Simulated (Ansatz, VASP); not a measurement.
## NaCl (Halite) in two plane-wave programs

Aim: how closely do two programs agree when they are given the same cell, functional and k mesh? Valence electrons are named where the data sets of a main pair hold unlike numbers.

Calculated with Ansatz 0.2.0; plane waves, with VASP 6.6.1 beside it; band structure at LDA, band structure at PBE and dielectric response at LDA.

### Step 1. Set-up

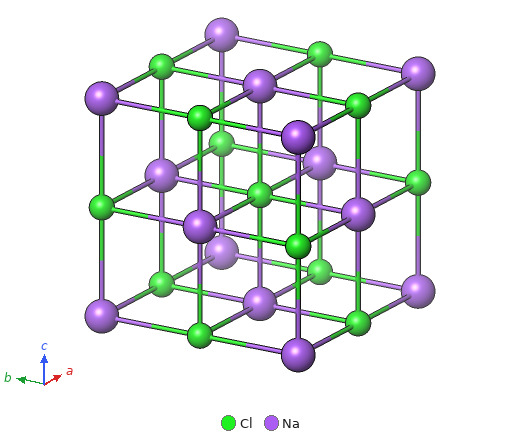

The cell as given, from a free direction (chlorine green, sodium purple). This picture shows the conventional cell, with its axes. Some periodic images of atoms are drawn too.

Coordinates:

```xyz
2
Lattice="0.0000 2.8203 2.8203 2.8203 0.0000 2.8203 2.8203 2.8203 0.0000" Properties=species:S:1:pos:R:3 pbc="T T T"
Cl    2.8203    2.8203    2.8203
Na    0.0000    0.0000    0.0000
```

### Step 2. VASP: band structure, LDA

Levels along a path test the potential and the projectors away from the mesh points.

Lines of VASP's logs that name or quote its potential files are left out, and so is its time.

Input file INCAR:

```
SYSTEM = NaCl
PREC = Accurate
ENCUT = 350
EDIFF = 1E-06
NELM = 100
ISMEAR = 0
SIGMA = 0.03
LREAL = .FALSE.
ALGO = Normal
GGA = CA
NBANDS = 19
LORBIT = 11
LWAVE = .FALSE.
LCHARG = .FALSE.
KPAR = 4
```

Input file POSCAR:

```
NaCl
1.0
    0.0000000000      2.8202800000      2.8202800000
    2.8202800000      0.0000000000      2.8202800000
    2.8202800000      2.8202800000      0.0000000000
Cl Na
1 1
Direct
    0.5000000000      0.5000000000      0.5000000000
    0.0000000000      0.0000000000      0.0000000000
```

Input file KPOINTS:

```
Automatic mesh
0
Gamma
6 6 6
0 0 0
```

Input file KPOINTS_OPT:

```
Line mode
10
Line-mode
Reciprocal
  0.00000000   0.00000000   0.00000000 GAMMA
  0.50000000   0.00000000   0.50000000 X

  0.50000000   0.00000000   0.50000000 X
  0.50000000   0.25000000   0.75000000 W

  0.50000000   0.25000000   0.75000000 W
  0.37500000   0.37500000   0.75000000 K

  0.37500000   0.37500000   0.75000000 K
  0.00000000   0.00000000   0.00000000 GAMMA

  0.00000000   0.00000000   0.00000000 GAMMA
  0.50000000   0.50000000   0.50000000 L

  0.50000000   0.50000000   0.50000000 L
  0.62500000   0.25000000   0.62500000 U

  0.62500000   0.25000000   0.62500000 U
  0.50000000   0.25000000   0.75000000 W

  0.50000000   0.25000000   0.75000000 W
  0.50000000   0.50000000   0.50000000 L

  0.50000000   0.50000000   0.50000000 L
  0.37500000   0.37500000   0.75000000 K

  0.62500000   0.25000000   0.62500000 U
  0.50000000   0.00000000   0.50000000 X
```

Potentials, in the order of the species: Cl and Na_pv (LDA family, release 64).

Run with:

```
mpirun -np 4 vasp_std
```

Numbers of over 12 decimals in the logs are rounded to 6 here.

Log:

```text
[banner, memory and clock lines left out]
running    4 mpi-ranks, on    1 nodes
 distrk:  each k-point on    1 cores,    4 groups
 distr:  one band on    1 cores,    1 groups

 POSCAR found type information on POSCAR ClNa
 POSCAR found :  2 types and       2 ions
 LDA part: xc-table for (Slater(with rela. corr.)+CA(PZ))
 , standard interpolation
 POSCAR, INCAR and KPOINTS ok, starting setup
 FFT: planning ... GRIDC
 FFT: planning ... GRID_SOFT
 FFT: planning ... GRID
 WAVECAR not read
 entering main loop
       N       E                     dE             d eps       ncg     rms          rms(c)
DAV:   1     0.846170936265E+02    0.84617E+02   -0.53720E+03   624   0.555E+02
DAV:   2    -0.195987969288E+01   -0.86577E+02   -0.80939E+02   684   0.182E+02
DAV:   3    -0.749343343524E+01   -0.55336E+01   -0.54995E+01   747   0.477E+01
DAV:   4    -0.755507887042E+01   -0.61645E-01   -0.61616E-01   754   0.515E+00
DAV:   5    -0.755597992229E+01   -0.90105E-03   -0.90101E-03   725   0.648E-01    0.197E+00
DAV:   6    -0.737735687207E+01    0.17862E+00   -0.18334E-01   777   0.239E+00    0.139E+00
DAV:   7    -0.735769845467E+01    0.19658E-01   -0.42282E-02   838   0.103E+00    0.972E-01
DAV:   8    -0.735603605159E+01    0.16624E-02   -0.63955E-03   701   0.527E-01    0.402E-01
DAV:   9    -0.735574190477E+01    0.29415E-03   -0.36233E-04   693   0.103E-01    0.178E-01
DAV:  10    -0.735572048110E+01    0.21424E-04   -0.14180E-04   773   0.664E-02    0.268E-02
DAV:  11    -0.735571878232E+01    0.16988E-05   -0.66560E-06   736   0.187E-02    0.339E-03
DAV:  12    -0.735571883424E+01   -0.51917E-07   -0.16029E-07   403   0.286E-03
   1 F= -.73557188E+01 E0= -.73557188E+01  d E =-.755274E-25
 Start KPOINTS_OPT (optional k-point list driver)
k-point batch [1-16\100]
       N       E                     dE             ncg
DAV:   1    -0.114394348773E+04   -0.58151E+04      624
DAV:   2    -0.257746056074E+04   -0.14335E+04      693
DAV:   3    -0.266973139833E+04   -0.92271E+02      743
DAV:   4    -0.267078606619E+04   -0.10547E+01      732
DAV:   5    -0.267080039498E+04   -0.14329E-01      735
DAV:   6    -0.267080071950E+04   -0.32452E-03      753
DAV:   7    -0.267080072854E+04   -0.90390E-05      750
DAV:   8    -0.267080072877E+04   -0.23320E-06      545
[...]
k-point batch [97-100\100]
       N       E                     dE             ncg
DAV:   1     0.459133188721E+04   -0.21892E+04      152
DAV:   2     0.423698344699E+04   -0.35435E+03      203
DAV:   3     0.421453428298E+04   -0.22449E+02      166
DAV:   4     0.421428012395E+04   -0.25416E+00      192
DAV:   5     0.421427643240E+04   -0.36915E-02      176
DAV:   6     0.421427634261E+04   -0.89793E-04      186
DAV:   7     0.421427633985E+04   -0.27581E-05      184
DAV:   8     0.421427633977E+04   -0.77313E-07      146
```

From OUTCAR (step 2):

```text
ion  position               nearest neighbor table
   1  0.500  0.500  0.500-
   2  0.000  0.000  0.000-

  LATTYP: Found a face centered cubic cell.
 ALAT       =     5.6405600000

 Subroutine GETGRP returns: Found 48 space group operations
 (whereof 48 operations were pure point group operations)

The static configuration has the point symmetry O_h .

 Found     16 irreducible k-points:

   k-points           NKPTS =     16   k-points in BZ     NKDIM =     16   number of bands    NBANDS=     19

   dimension x,y,z NGX =    24 NGY =   24 NGZ =   24
   dimension x,y,z NGXF=    48 NGYF=   48 NGZF=   48

   ENCUT  =  350.0 eV  25.72 Ry    5.07 a.u.   6.08  6.08  6.08*2*pi/ulx,y,z

   NELECT =      14.0000    total number of electrons

 k-points in reciprocal lattice and weights: Automatic mesh
   0.00000000  0.00000000  0.00000000       0.005
   0.16666667  0.00000000  0.00000000       0.037
   0.33333333  0.00000000  0.00000000       0.037
   0.50000000  0.00000000  0.00000000       0.019
   0.16666667  0.16666667  0.00000000       0.028
   0.33333333  0.16666667  0.00000000       0.111
   0.50000000  0.16666667  0.00000000       0.111
  -0.33333333  0.16666667  0.00000000       0.111
  -0.16666667  0.16666667  0.00000000       0.056
[...]
-0.33333333  0.33333333  0.16666667       0.111
  -0.33333333  0.50000000  0.16666667       0.056

 average (electrostatic) potential at core
       1 -97.6595       2 -46.1181

 E-fermi :  -0.7399

 k-point     1 :       0.0000    0.0000    0.0000
  band No.  band energies     occupation
    ...
      3     -21.7214      2.00000
      4     -13.5350      2.00000
      5      -0.9510      2.00000
      6      -0.9510      2.00000
      7      -0.9510      2.00000
      8       3.7447      0.00000
      9       9.8967      0.00000
     10       9.8967      0.00000
     11       9.8967      0.00000
     12      12.1269      0.00000
    ...

 k-point     2 :       0.1667    0.0000    0.0000
  band No.  band energies     occupation
    ...
      3     -21.7220      2.00000
      4     -13.4501      2.00000
      5      -1.5935      2.00000
      6      -1.0230      2.00000
      7      -1.0230      2.00000
      8       4.5835      0.00000
      9       9.0639      0.00000
     10      10.1770      0.00000
     11      10.1770      0.00000
     12      11.7602      0.00000
    ...

 k-point     3 :       0.3333    0.0000    0.0000
  band No.  band energies     occupation
    ...
      3     -21.7232      2.00000
      4     -13.2725      2.00000
      5      -2.5654      2.00000
      6      -1.1602      2.00000
      7      -1.1602      2.00000
      8       5.7139      0.00000
      9       8.7934      0.00000
     10       9.9638      0.00000
     11       9.9638      0.00000
     12      12.8582      0.00000
    ...

  Total       -0.7016641     -0.7016641     -0.7016641      0.0000000     -0.0000000      0.0000000
  in kB      -25.0572358    -25.0572358    -25.0572358      0.0000000     -0.0000000      0.0000000
  external PRESSURE =     -25.0572358 kB  Pullay stress =       0.0000000 kB

  energy-cutoff  :      350.00
  volume of cell :       44.86
      direct lattice vectors                 reciprocal lattice vectors
     0.000000000  2.820280000  2.820280000    -0.177287362  0.177287362  0.177287362
     2.820280000  0.000000000  2.820280000     0.177287362 -0.177287362  0.177287362
     2.820280000  2.820280000  0.000000000     0.177287362  0.177287362 -0.177287362

 POSITION                                       TOTAL-FORCE (eV/Angst)
 -----------------------------------------------------------------------------------
      2.82028      2.82028      2.82028         0.000000     -0.000000      0.000000
      0.00000      0.00000      0.00000        -0.000000      0.000000     -0.000000
 -----------------------------------------------------------------------------------
    total drift:                                0.000000     -0.000000     -0.000000

  FREE ENERGIE OF THE ION-ELECTRON SYSTEM (eV)
  ---------------------------------------------------
  free  energy   TOTEN  =        -7.3557188342 eV

  energy  without entropy=       -7.3557188342  energy(sigma->0) =       -7.35571883

 total charge
# of ion       s       p       d       tot
------------------------------------------
    1        1.584   3.542   0.000   5.125
    2        0.045   5.977   0.000   6.022
--------------------------------------------------
tot          1.629   9.518   0.000  11.147

[... 3 further parts left out ...]
```

The run ends at a pressure of -2.51 GPa.

### Step 3. Ansatz: band structure, LDA

Ansatz runs on its default PAW (the set named soft_2) files.

The same cell, functional (in two slightly different forms), mesh and smearing now go to Ansatz, which takes its cutoff from its data sets.

Input file input.yaml:

```yaml
crystal:
  lattice:
    - [0.0, 2.82028, 2.82028]
    - [2.82028, 0.0, 2.82028]
    - [2.82028, 2.82028, 0.0]
  atoms:
    - { symbol: Cl, position: [0.5, 0.5, 0.5] }
    - { symbol: Na, position: [0.0, 0.0, 0.0] }
hamiltonian:
  xc: lda
  pseudopotentials: { kind: paw }
kpoints:
  mp_grid: { grid: [6, 6, 6] }
  band_path:
    path:
      - [0.0, 0.0, 0.0]
      - [0.16667, 0.0, 0.16667]
      - [0.33333, 0.0, 0.33333]
      - [0.5, 0.0, 0.5]
      - [0.5, 0.08333, 0.58333]
      - [0.5, 0.19444, 0.69444]
      - [0.5, 0.25, 0.75]
      - [0.45833, 0.29167, 0.75]
      - [0.40278, 0.34722, 0.75]
      - [0.375, 0.375, 0.75]
      - [0.20833, 0.20833, 0.41667]
      - [0.08333, 0.08333, 0.16667]
      - [0.0, 0.0, 0.0]
      - [0.22222, 0.22222, 0.22222]
      - [0.38889, 0.38889, 0.38889]
      - [0.51389, 0.47222, 0.51389]
      - [0.55556, 0.38889, 0.55556]
      - [0.61111, 0.27778, 0.61111]
      - [0.61111, 0.25, 0.63889]
      - [0.56944, 0.25, 0.68056]
      - [0.51389, 0.25, 0.73611]
      - [0.5, 0.27778, 0.72222]
      - [0.5, 0.38889, 0.61111]
      - [0.5, 0.47222, 0.52778]
      - [0.48611, 0.48611, 0.52778]
      - [0.43056, 0.43056, 0.63889]
      - [0.38889, 0.38889, 0.72222]
      - [0.59722, 0.19444, 0.59722]
      - [0.55556, 0.11111, 0.55556]
      - [0.5, 0.0, 0.5]
    npoints: 1
scf:
  occupations: { method: gaussian, width: 0.03 }
  n_extra_bands: 7
output:
  forces: true
  stress: true
  eigenvalues: true
  write_density: true
  write_potential: true
  elf: true
  volumetric_format: npy
```

Run with:

```
ansatz run input.yaml --threads 2 --pin off --max-ram 4608MiB --backend cpu --events-out ev --progress --plain --runs-dir out
```

Log:

```text
scf.n_extra_bands = 7 over 8 filled bands (N_el = 16.0): the run solves 15 bands
Engine: ansatz 0.2.0, x86_64-unknown-linux-gnu
Pseudopotentials: kind: paw
Pseudopotential: Cl, paw, valence charge 7, recommended cutoff 420 eV (normal), Cl.paw.azcp
Pseudopotential: Na, paw, valence charge 9, recommended cutoff 420 eV (normal), Na.paw.azcp
Functional definition: SPW92
  exchange = slater_x
  correlation = pw_c
Crystal: 2 atoms, lattice volume = 44.865 Å³
Basis set: ecut = 420 eV, 893 PW (Γ)
Bands: 15, of which v1, the nominal top of the filled ones, is band 8 counted from 1 (7 counted from 0)
Symmetry: 48 space group operations
Space group: Fm-3m (ITA 225), of the structure as read, at distance tolerance 3.6e-5 Å
k-points: 16 of 216
Non-local potential: Cl, projectors of the file, l = 0: 2, l = 1: 2, l = 2: 2
Non-local potential: Na, projectors of the file, l = 0: 3, l = 1: 2, l = 2: 1
PAW form: soft (Blöchl's): semilocal exchange-correlation on the pseudo side does not see the compensation charge
PAW frozen core: Cl, regenerated for the run's functional, and the local potential with it (the file was generated under x = pbe(κ = 0.804, μ = 0.219515), c = pbe(β = 0.066725))
PAW frozen core: Na, regenerated for the run's functional, and the local potential with it (the file was generated under x = pbe(κ = 0.804, μ = 0.219515), c = pbe(β = 0.066725))
PAW one-centre angular grid: Cl, 110 points (default); XC on 64 Gauss nodes
PAW one-centre angular grid: Na, 110 points (default); XC on 64 Gauss nodes
Initial density: superposition of atomic densities (neutral atoms: chi_scale 0, normalization atom), corrected by the library's trained network
Initial wavefunctions: pseudopotential atomic-orbital guess
Functional: x = slater, c = lda
SCF iter   1: F=—  HF=-2514.307954 eV  |F-HF|=—  |Δ(HF+E_count)|=         —  Δρ=7.09e-3  dr2=1.65e-2  ethr=1.77e-3  ⟨swp⟩=5.9  Hψ=1309  notcnv=0
preconditioner: auto → none  [insulator: Δε(μ)=4.591 eV  Ē_g=22.777 eV  σ=0.030 eV  W_gap=1.00  n_scr=14 (ndim 8)  ℏωp=20.7 eV  f_vac=0.033  D(μ)=0.00/eV (n_scr^D=0)  ε∞_Penn≈1.8]
SCF iter   2: F=—  HF=-2514.298491 eV  |F-HF|=—  |Δ(HF+E_count)|=   9.46e-3  Δρ=2.53e-3  dr2=2.02e-3  ethr=1.03e-4  ⟨swp⟩=2.9  Hψ=573  notcnv=0  defer=31
SCF iter   3: F=—  HF=-2514.297813 eV  |F-HF|=—  |Δ(HF+E_count)|=   6.79e-4  Δρ=6.45e-4  dr2=1.19e-4  ethr=1.26e-5  ⟨swp⟩=2.7  Hψ=323  notcnv=0  defer=31
SCF iter   4: F=—  HF=-2514.297793 eV  |F-HF|=—  |Δ(HF+E_count)|=   1.96e-5  Δρ=3.09e-4  dr2=6.96e-5  ethr=7.43e-7  ⟨swp⟩=2.0  Hψ=272  notcnv=0  defer=31
SCF iter   5: F=—  HF=-2514.297771 eV  |F-HF|=—  |Δ(HF+E_count)|=   2.20e-5  Δρ=4.73e-5  dr2=1.72e-6  ethr=4.35e-7  ⟨swp⟩=2.0  Hψ=253  notcnv=0  defer=31
SCF iter   6: F=—  HF=-2514.297770 eV  |F-HF|=—  |Δ(HF+E_count)|=   4.10e-7  Δρ=1.68e-5  dr2=1.73e-7  ethr=1.07e-8  ⟨swp⟩=2.0  Hψ=272  notcnv=0  defer=31
SCF iter   7: F=-2514.297770 eV  HF=-2514.297770 eV  |F-HF|=2.64e-9  |Δ(HF+E_count)|=   6.30e-8  Δρ=2.31e-6  dr2=3.23e-9  ethr=6.25e-10  ⟨swp⟩=11.9  Hψ=1268  notcnv=0
SCF 1 converged in 7 iterations: F = -2514.297770 eV  dr2 = 3.23e-9
  greatest PAW one-centre occupation: 0.999 electrons in one spin orbital (limit 2), on the Na atom at site 1 (counted from 0), in its partial waves of l = 0
NSCF: frozen V_eff on 30 k-points
SCF converged after 7 iterations
Free energy (F): -2514.297770 eV
Harris-Foulkes:  -2514.297770 eV  (|F-HF|=2.64e-9)
Internal energy: -2514.297770 eV  (E = F + TS)
E sigma→0 (E₀):  -2514.297770 eV
Fermi energy:    3.204773 eV
--- Per-component energies (eV) ---
  E_band       = -237.353769
  E_kinetic    = 282.128115
  E_local      = -1530.141934  (includes V_loc(G=0)·N_el)
  E_nonlocal   = 146.763440
  E_hartree    = 536.995842
  E_xc         = -144.359761
  E_vxc        = -171.493408  (∫ρ·V_xc dr)
  E_paw        = -869.954250  (= ΣΔE_a)
  E_vpaw       = -38.600956  (= ΣTr[D̂ρ^β])
  E_aug_tail   = 0.000103  (compensation charges beyond the density's cutoff)
  E_ewald      = -936.060707
  E_core_change = 0.331382  (= ΣΔE_core)
  E_smearing   = -0.000000  (= −TS)
  E_closure    = 0.000000  (closes the sum)
  Σ components = -2514.297770   (vs F -2514.297770, Δ=0.00e0)
--- Forces (eV/Å), atoms counted from 1 ---
  atom   1  Cl     0.00000000    -0.00000000    -0.00000000
  atom   2  Na    -0.00000000     0.00000000    -0.00000000
  max |Σ_I F_I| component: 6.38e-30 eV/Å
--- Stress (GPa, compression-positive) ---
       -2.437450      -0.000000       0.000000
       -0.000000      -2.437450      -0.000000
       -0.000000       0.000000      -2.437450
  P = ⅓ Tr σ = -2.4375 GPa (-24.375 kbar)
--- Band table (eV; the first three rows and the last of 16) ---
  k-point 0: bands = [... 4 lower, -11.7480, 0.8592, 0.8592, 0.8592, 5.5501, 11.6161, 11.6161, 11.6161, ... 3 higher]
  k-point 1: bands = [... 4 lower, -11.6645, 0.2181, 0.7875, 0.7875, 6.3891, 10.8200, 11.8929, 11.8929, ... 3 higher]
  k-point 2: bands = [... 4 lower, -11.4898, -0.7511, 0.6510, 0.6510, 7.5160, 10.5814, 11.6859, 11.6859, ... 3 higher]
  k-point 15: bands = [... 4 lower, -11.3352, -0.6442, -0.0950, 0.1095, 8.8686, 9.3945, 10.9983, 12.5186, ... 3 higher]
```

Wall time 7 s (2 threads of AMD EPYC 7R13 (Zen 3), shared host); peak memory 0.29 GiB.

### Step 4. Side by side

Known differences besides the potentials themselves: the two LDA forms differ slightly; the data sets hold 16 valence electrons in Ansatz (on its default PAW (the set named soft_2) files) and 14 in VASP; the cutoff is 420 eV in Ansatz and 350 eV in VASP; VASP's log shows a relativistic correction to its local exchange, Ansatz's none. Total energies have different zeros and are not compared.

Compared:

```
                     quantity  Ansatz   VASP  difference
               pressure (GPa)   -2.44  -2.51       +0.07
gap over the path points (eV)   4.691  4.696      -0.005
```

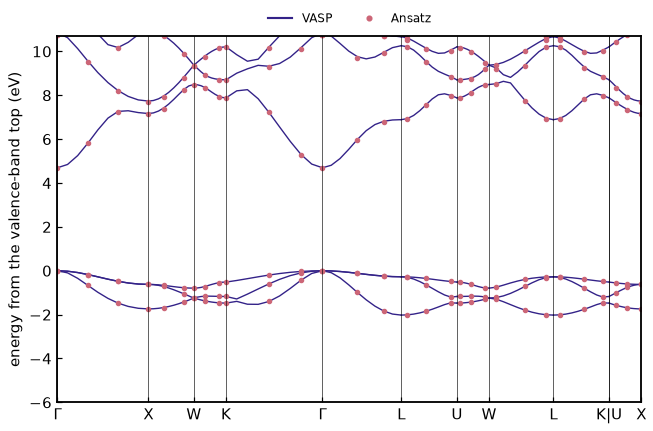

Bands from VASP (lines) and levels from Ansatz (dots). Dots without a line are higher empty bands that the VASP plot leaves out.

Levels at points of the path, from each program's valence-band top (eV; 3 filled, then empty):

```
k (reciprocal lattice)                             Ansatz                               VASP
     0.000 0.000 0.000    0.00 0.00 0.00 4.69 10.76 10.76    0.00 0.00 0.00 4.70 10.85 10.85
     0.167 0.000 0.167  -0.66 -0.17 -0.17 5.80 9.51 11.38  -0.66 -0.17 -0.17 5.81 9.56 11.47
     0.333 0.000 0.333  -1.47 -0.48 -0.48 7.25 8.18 10.15  -1.48 -0.48 -0.48 7.26 8.21 10.18
     0.500 0.000 0.500  -1.74 -0.62 -0.62 7.15 7.71 10.93  -1.74 -0.62 -0.62 7.17 7.74 10.93
     0.500 0.083 0.583  -1.68 -0.72 -0.67 7.39 7.93 10.72  -1.68 -0.72 -0.67 7.42 7.96 10.72
     0.500 0.194 0.694   -1.42 -1.05 -0.77 8.23 8.79 9.89   -1.43 -1.05 -0.77 8.26 8.82 9.91
     0.500 0.250 0.750   -1.24 -1.24 -0.79 8.46 9.34 9.34   -1.25 -1.25 -0.79 8.49 9.37 9.37
     0.458 0.292 0.750   -1.37 -1.16 -0.72 8.33 8.91 9.75   -1.37 -1.16 -0.72 8.36 8.94 9.78
     0.403 0.347 0.750  -1.46 -1.17 -0.55 7.93 8.70 10.13  -1.46 -1.17 -0.55 7.95 8.72 10.15
     0.375 0.375 0.750  -1.47 -1.17 -0.52 7.85 8.68 10.19  -1.48 -1.17 -0.52 7.88 8.71 10.21
```

Among the levels compared at these points, filled levels agree within 6 meV and empty ones within 94 meV.

### Step 5. Ansatz: band structure, PBE

The same path points are solved in both programs, so levels can be compared one by one.

The cell is taken from a series of VASP runs on this material, whose earlier steps may have relaxed, scaled or displaced it; both programs get it as it stands.

Changes to input.yaml since step 3:

```diff
@@ -9,3 +9,3 @@
 hamiltonian:
-  xc: lda
+  xc: pbe
   pseudopotentials: { kind: paw }
@@ -53,5 +53 @@
   eigenvalues: true
-  write_density: true
-  write_potential: true
-  elf: true
-  volumetric_format: npy
```

Log:

```text
[...]
Crystal: 2 atoms, lattice volume = 44.865 Å³
Basis set: ecut = 420 eV, 893 PW (Γ), exchange–correlation on 54×54×54 points (8 copies of the dense FFT grid, shifted against one another)
Bands: 15, of which v1, the nominal top of the filled ones, is band 8 counted from 1 (7 counted from 0)
Symmetry: 48 space group operations
[...]
k-points: 16 of 216
[...]
k-point 0: bands = [... 4 lower, -11.5530, 1.1026, 1.1026, 1.1026, 6.2088, 12.1357, 12.1357, 12.1357, ... 3 higher]
  k-point 1: bands = [... 4 lower, -11.4731, 0.5034, 1.0338, 1.0338, 7.0209, 11.3774, 12.4118, 12.4118, ... 3 higher]
  k-point 2: bands = [... 4 lower, -11.3065, -0.4247, 0.9027, 0.9027, 8.1413, 11.1624, 12.2179, 12.2179, ... 3 higher]
  k-point 15: bands = [... 4 lower, -11.1590, -0.3294, 0.1943, 0.3897, 9.4604, 9.9665, 11.5855, 13.1148, ... 3 higher]
[key lines of the parts left out:]
SCF converged after 7 iterations
Free energy (F): -2569.551989 eV
Fermi energy:    3.655787 eV
P = ⅓ Tr σ = 0.7412 GPa (7.412 kbar)
```

It took 6.6 s on 2 threads; peak memory 0.29 GiB; 3.3 s of CPU time.

(Part 1 of 2 ends here.)

[Lines on the potential files, build, host, timing and source positions are cut from VASP's logs without a mark.]

[Logs are printed without paths, hosts, clocks, repeated set-up lines and the standing remarks that a program may print on its own settings, such as how far it seeks lower states.]

[Hosts, paths, dates, database ids (printed as entryN), source tags and the programs' standing remarks are cut or masked in the printed files.]
